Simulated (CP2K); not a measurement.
# doublet [SiO2]+: levels of theory compared

We compute a comparison of 4 runs (AM1, PM3, GFN2-xTB, PM6) of doublet [SiO2]+. 

Program for the calculation: CP2K 2026.2.

9 further runs of the same task are left out: 7 that didn't finish, 2 set aside as unsound or not needed.

### Step 1. The molecule

The species is [SiO2]+ (3 atoms), meant as a doublet with charge +1. As SMILES of the parent species, `O=[Si]=O`. Geometry: relaxed at PBE0-D4/def2-TZVP. That shape belongs to the parent species and isn't relaxed for this state.

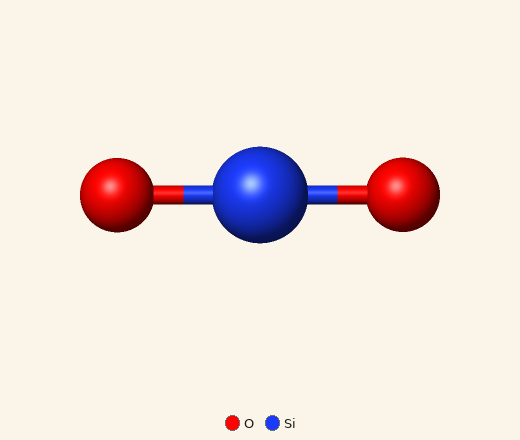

Viewed from a chosen angle; oxygen red, silicon blue.

### Step 2. The energy at AM1 (run 1)

Input file molecule.inp:

```
&GLOBAL
    PROJECT_NAME molecule
    RUN_TYPE ENERGY
    PRINT_LEVEL MEDIUM
&END GLOBAL

&FORCE_EVAL
    METHOD Quickstep
    &DFT
        CHARGE 1
        MULTIPLICITY 2
        UNRESTRICTED_KOHN_SHAM T
        &QS
            METHOD AM1
            EPS_DEFAULT 1.0E-10
            &SE
                &COULOMB
                    CUTOFF [angstrom] 50
                    RC_RANGE [angstrom] 0
                &END COULOMB
                &EXCHANGE
                    CUTOFF [angstrom] 50
                    RC_RANGE [angstrom] 0
                &END EXCHANGE
            &END SE
        &END QS
        &POISSON
            PERIODIC NONE
            POISSON_SOLVER ANALYTIC
        &END POISSON
        &SCF
            SCF_GUESS ATOMIC
            EPS_SCF 1.0E-06
            MAX_SCF 150
            ADDED_MOS 4
            &DIAGONALIZATION
                ALGORITHM STANDARD
            &END DIAGONALIZATION
            &MIXING
                METHOD DIRECT_P_MIXING
                ALPHA 0.4
            &END MIXING
        &END SCF
        &PRINT
            &MOMENTS
                PERIODIC F
                REFERENCE COM
                MAX_MOMENT 1
            &END MOMENTS
            &MO ON
                ENERGIES T
                OCCUPATION_NUMBERS T
                NDIGITS 6
                &EACH
                    QS_SCF 0
                &END EACH
                ADD_LAST NUMERIC
            &END MO
            &HIRSHFELD OFF
            &END HIRSHFELD
        &END PRINT
    &END DFT
    &SUBSYS
        &CELL
            ABC [angstrom] 17.4 18.5 17
            PERIODIC NONE
        &END CELL
        &COORD
            SCALED T
            O    0.54009943   0.56646514   0.53051529
            Si   0.49999943   0.50000027   0.50000000
            O    0.45990057   0.43353486   0.46948471
        &END COORD
    &END SUBSYS
&END FORCE_EVAL
```

Started as:

```console
$ OMP_NUM_THREADS=1 cp2k.psmp -i molecule.inp > molecule.out 2>&1
```

The log of the run:

```text
CP2K| version string:                                       CP2K version 2026.2
[...]
 GLOBAL| Method name                                                        CP2K
[...]
 GLOBAL| Run type                                                         ENERGY
[...]
                             - Atoms:                                          3
[...]
                             - Spherical basis functions:                     12
[...]
 Number of electrons:                                                          8
[...]
     1 P_Mix/Diag. 0.40E+00    0.0     0.39158361       -23.1827249544 -2.32E+01
[...]
    16 DIIS/Diag.  0.41E-06    0.0     0.00000077       -26.1941573909 -1.65E-11
  *** SCF run converged in    16 steps ***
  Core-core repulsion energy [eV]:                            540.22431372424353
  Core Hamiltonian energy [eV]:                             -1171.32925240942609
  Two-electron integral energy [eV]:                         -163.34866575740278
  Electronic energy [eV]:                                   -1253.00358528812762
  Total energy [eV]:                                         -712.77927156388398
  Atomic reference energy [eV]:                               721.06646184564011
  Heat of formation [kcal/mol]:                               191.10716302586903
[...]
 SE_DIPOLE| Moment [Debye]          0.00005528      -0.00004690      -0.00000625
 SE_DIPOLE| Derivative [a.u.]       0.00000000       0.00000000       0.00000000
 ENERGY| Total FORCE_EVAL ( QS ) energy [hartree]            -26.194157390938695
[...]
```

Wall time 0.28 s (1 thread of Arm Neoverse V1, shared host).

### Step 3. A single-point energy at PM3 (run 2)

Input file mol.inp:

```
&GLOBAL
    PROJECT mol
    RUN_TYPE ENERGY
    PRINT_LEVEL MEDIUM
&END GLOBAL

&FORCE_EVAL
    METHOD QUICKSTEP
    &DFT
        CHARGE 1
        MULTIPLICITY 2
        SPIN_POLARIZED T
        # Quickstep
        &QS
            METHOD PM3
            EPS_DEFAULT 1.0E-10
            &SE
                &COULOMB
                    CUTOFF [angstrom] 50
                    RC_RANGE [angstrom] 0
                &END COULOMB
                &EXCHANGE
                    CUTOFF [angstrom] 50
                    RC_RANGE [angstrom] 0
                &END EXCHANGE
            &END SE
        &END QS
        &POISSON
            PERIODIC NONE
            POISSON_SOLVER ANALYTIC
        &END POISSON
        # self-consistent field
        &SCF
            SCF_GUESS ATOMIC
            EPS_SCF 1.0E-06
            MAX_SCF 40
            &OT ON
                MINIMIZER DIIS
                PRECONDITIONER FULL_ALL
            &END OT
            &OUTER_SCF
                EPS_SCF 1.0E-06
                MAX_SCF 10
            &END OUTER_SCF
        &END SCF
        &PRINT
            &MOMENTS
                PERIODIC F
                REFERENCE COM
                MAX_MOMENT 1
            &END MOMENTS
            &MO_CUBES
                NLUMO 3
                NHOMO -1
                WRITE_CUBE F
            &END MO_CUBES
            &HIRSHFELD OFF
            &END HIRSHFELD
        &END PRINT
    &END DFT
    &SUBSYS
        # vacuum box
        &CELL
            ABC [angstrom] 13.4 14.5 13
            PERIODIC NONE
        &END CELL
        &COORD
            O      0.697730     1.229600     0.518760
            Si    -0.000010     0.000000     0.000000
            O     -0.697730    -1.229610    -0.518760
        &END COORD
        &TOPOLOGY
            &CENTER_COORDINATES
            &END CENTER_COORDINATES
        &END TOPOLOGY
    &END SUBSYS
&END FORCE_EVAL
```

Started as:

```console
$ OMP_NUM_THREADS=1 cp2k.psmp mol.inp > mol.out
```

The log of the run:

```text
CP2K| version string:                                       CP2K version 2026.2
[...]
 GLOBAL| Method name                                                        CP2K
[...]
 GLOBAL| Run type                                                         ENERGY
[...]
                             - Atoms:                                          3
[...]
                             - Spherical basis functions:                     12
[...]
 Number of electrons:                                                          8
[...]
     1 OT DIIS     0.15E+00    0.0     0.20691482       -21.7658918798 -2.18E+01
[...]
     7 OT DIIS     0.15E+00    0.0     0.00000081       -23.9251114053 -9.65E-11
  *** SCF run converged in     7 steps ***
  Core-core repulsion energy [eV]:                            465.90649753245197
  Core Hamiltonian energy [eV]:                             -1056.39198368462166
  Two-electron integral energy [eV]:                         -121.09980821756325
  Electronic energy [eV]:                                   -1116.94188779340311
  Total energy [eV]:                                         -651.03539026095120
  Atomic reference energy [eV]:                               656.33830684563998
  Heat of formation [kcal/mol]:                               122.28817123865431
[...]
 SE_DIPOLE| Moment [Debye]          0.00003825      -0.00002155      -0.00000683
 SE_DIPOLE| Derivative [a.u.]       0.00000000       0.00000000       0.00000000
 *** WARNING in qs_scf_post_se.F:140 :: Printing of MO cube files not ***
 *** implemented for Semi-Empirical method.                           ***
 ENERGY| Total FORCE_EVAL ( QS ) energy [hartree]            -23.925111405316901
[...]
```

Run time: 0.91 s. Hardware: 1 thread of Arm Neoverse V1, shared host.

Run 3 isn't shown in full; the table further down has it.

### Step 4. The energy at PM6 (run 4)

Input file job.inp:

```
&GLOBAL
   PROJECT job
   RUN_TYPE ENERGY
   PRINT_LEVEL MEDIUM
&END

&FORCE_EVAL
   METHOD Quickstep
   &DFT
      CHARGE 1
      MULTIPLICITY 2
      UNRESTRICTED_KOHN_SHAM T
      &QS
         METHOD PM6
         EPS_DEFAULT 1.0E-10
         &SE
            &COULOMB
               CUTOFF [angstrom] 50
               RC_RANGE [angstrom] 0
            &END
            &EXCHANGE
               CUTOFF [angstrom] 50
               RC_RANGE [angstrom] 0
            &END
         &END
      &END
      &POISSON
         PERIODIC NONE
         POISSON_SOLVER ANALYTIC
      &END
      &SCF
         SCF_GUESS ATOMIC
         EPS_SCF 1.0E-06
         MAX_SCF 40
         &OT ON
            MINIMIZER DIIS
            PRECONDITIONER FULL_SINGLE_INVERSE
         &END
         &OUTER_SCF
            EPS_SCF 1.0E-06
            MAX_SCF 5
         &END
      &END
      &PRINT
         &MOMENTS
            PERIODIC F
            REFERENCE COM
            MAX_MOMENT 1
         &END
         &MO_CUBES
            NLUMO 3
            NHOMO -1
            WRITE_CUBE F
         &END
         &HIRSHFELD OFF
         &END
      &END
   &END
   &SUBSYS
      &CELL
         ABC [angstrom] 11.4 12.5 11
         PERIODIC NONE
      &END
      &COORD
         O      0.697730     1.229600     0.518760
         Si    -0.000010     0.000000     0.000000
         O     -0.697730    -1.229610    -0.518760
      &END
      &TOPOLOGY
         &CENTER_COORDINATES
         &END
      &END
   &END
&END
```

Started as:

```console
$ OMP_NUM_THREADS=1 cp2k.psmp -i job.inp -o job.out
```

The log of the run:

```text
CP2K| version string:                                       CP2K version 2026.2
[...]
 GLOBAL| Method name                                                        CP2K
[...]
 GLOBAL| Run type                                                         ENERGY
[...]
                             - Atoms:                                          3
[...]
                             - Spherical basis functions:                     17
[...]
 Number of electrons:                                                          8
[...]
     1 OT DIIS     0.80E-01    0.0     0.22618166       -20.6688920455 -2.07E+01
[...]
     3 OT DIIS     0.80E-01    0.0     0.00000081       -23.6578904070 -2.43E-10
  *** SCF run converged in     3 steps ***
  Core-core repulsion energy [eV]:                            458.40168918739226
  Core Hamiltonian energy [eV]:                             -1058.03047007043028
  Two-electron integral energy [eV]:                          -88.27031243731589
  Electronic energy [eV]:                                   -1102.16562628908832
  Total energy [eV]:                                         -643.76393710169589
  Atomic reference energy [eV]:                               652.54838334564010
  Heat of formation [kcal/mol]:                               202.57415883513244
[...]
 SE_DIPOLE| Moment [Debye]          0.00015702       0.00008068       0.00005313
 SE_DIPOLE| Derivative [a.u.]       0.00000000       0.00000000       0.00000000
 *** WARNING in qs_scf_post_se.F:140 :: Printing of MO cube files not ***
 *** implemented for Semi-Empirical method.                           ***
 ENERGY| Total FORCE_EVAL ( QS ) energy [hartree]            -23.657890407017568
[...]
```

Run time: 2 s. Hardware: 1 thread of Arm Neoverse V1, shared host.

### Step 5. Overview of the runs

```
run     level  iteration cap  solver  energy (Eh)  heat of formation (kcal/mol)  wall time
  1       AM1            150    DIAG   -26.194157                         191.1     0.28 s
  2       PM3             40      OT   -23.925111                         122.3     0.91 s
  3  GFN2-xTB            150    DIAG    -9.311938                             –      0.3 s
  4       PM6             40      OT   -23.657890                         202.6        2 s
```

### Step 6. What came out

```
                quantity           value
     run 4: total energy    -23.65789 Eh
run 4: heat of formation  202.6 kcal/mol
```

What this shows: Force-field and semi-empirical energies have zeros of their own, so their totals don't compare. All runs together took 3.5 s, the longest 2 s.
